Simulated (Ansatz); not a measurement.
The calculation's input:

```
crystal:
  periodic: [false, false, false]
  atoms:
    - { symbol: O, position_ang: [-1.49758, 0.42762, 0.72944] }
    - { symbol: Ge, position_ang: [-0.0911, 0.02604, 0.04449] }
    - { symbol: H, position_ang: [-0.06231, -0.0749, -1.51767] }
    - { symbol: H, position_ang: [0.52628, -1.35701, 0.44138] }
    - { symbol: H, position_ang: [1.12471, 0.97825, 0.30235] }
total_charge: -1
basis:
  gaussian: { orbitals: def2-SVP }
hamiltonian:
  xc: b3lyp
relax:
  f_tol: 0.02
  max_steps: 50
output:
  orbitals: {}
```

Command:

```sh
ansatz run input.yaml --threads 1 --pin off --max-ram 2048MiB --backend cpu --events-out ev --progress --plain --runs-dir out
```

The fields are those of the relaxed geometry.

The calculation used RKS B3LYP/def2-SVP in Ansatz 0.2.0.

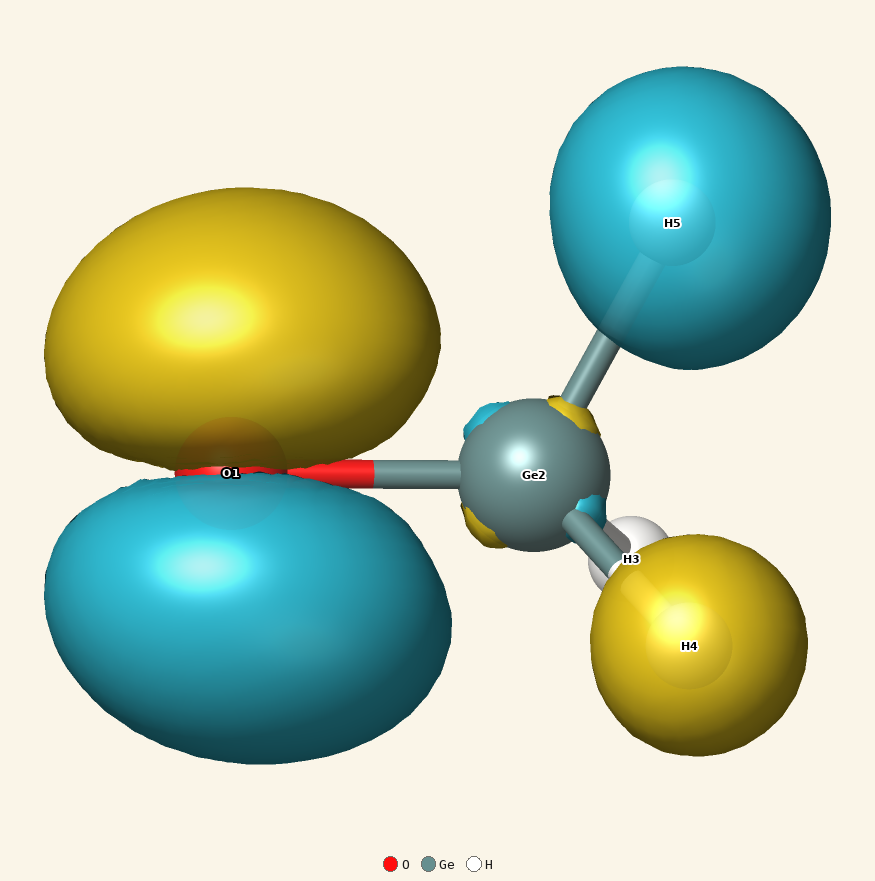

GeH₃O (charge −1). The HOMO at ±0.1 Å⁻³ᐟ² (yellow and cyan are the two phases), seen across its widest extent.

What is the character of this orbital?

Answer. By Hirshfeld shares it lies mainly on O1 (about 75 %) and Ge2 (about 15 %); largely a lone pair of O1. It is one of a degenerate set, so its orientation is arbitrary. Its energy is −0.04 eV.
